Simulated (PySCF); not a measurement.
Input

```
mol = gto.M(atom='''
Ta     0.06313     0.08779    -0.24291
O     -0.06551    -0.27144     1.51754
O      0.08235    -0.10123    -2.25967
H     -0.34335    -0.85127    -2.68852
O      2.04490     0.10842    -0.21768
H      2.31718     0.04394     0.70683
O     -0.75012     1.88538    -0.18534
H     -0.91789     2.11193     0.73841
O     -1.11674    -1.52327    -0.51280
H     -1.31396    -1.82694     0.38416''',
    basis={'Ta': 'def2-SVP', 'O': 'def2-SVP', 'H': 'def2-SVP'},
    ecp={'Ta': 'def2-SVP'},
    charge=-1, spin=0)
mf = dft.RKS(mol, xc='R2SCAN')
mf.grids.atom_grid = (75, 302)  # f atoms: at least (60, 302), unpruned
mf = mf.density_fit()  # Ta def2-universal-JKFIT, O def2-universal-JKFIT, H def2-universal-JKFIT
mf.conv_tol = 1e-09; mf.max_cycle = 55
mf.kernel(dm0)
```

Command:

```sh
OMP_NUM_THREADS=2 python run.py
```

Core potentials replace the inner electrons of Ta.

Method: RKS r2SCAN, Ta def2-SVP with ECP60, O def2-SVP, H def2-SVP; non-relativistic Hamiltonian with scalar-relativistic core potentials where named; density fitting (PySCF 2.14.0).

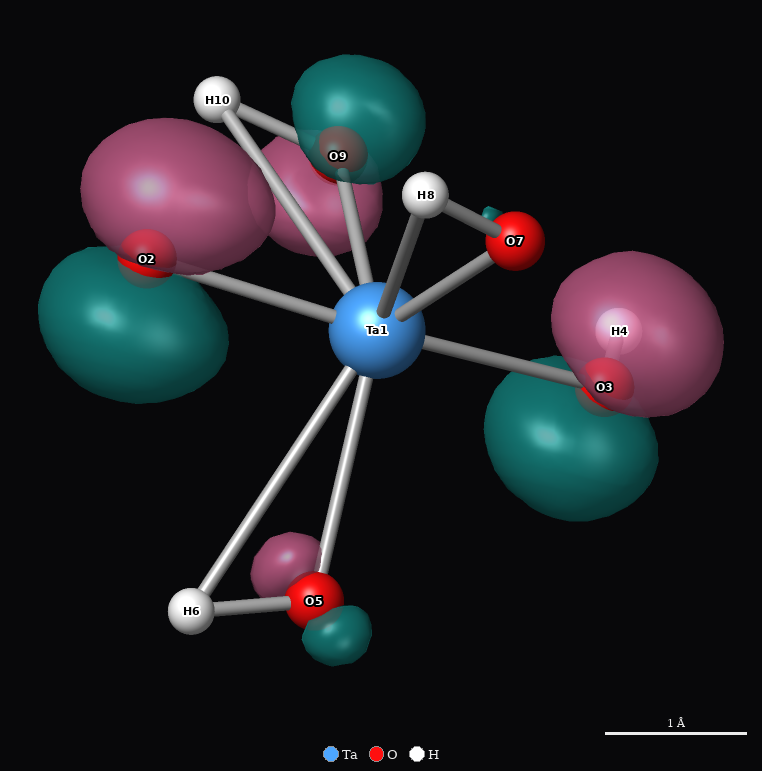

H4O5Ta (charge −1). The HOMO−1 at ±0.2 Å⁻³ᐟ² (teal and pink are the two phases), seen at an oblique angle.

Describe this orbital and give its energy.

Answer. It lies mainly on O2 (about 35 %), O3 (about 35 %) and O9 (about 15 %); largely a combination of lone pairs on O2, O3 and O9. Its energy is −1.49 eV.
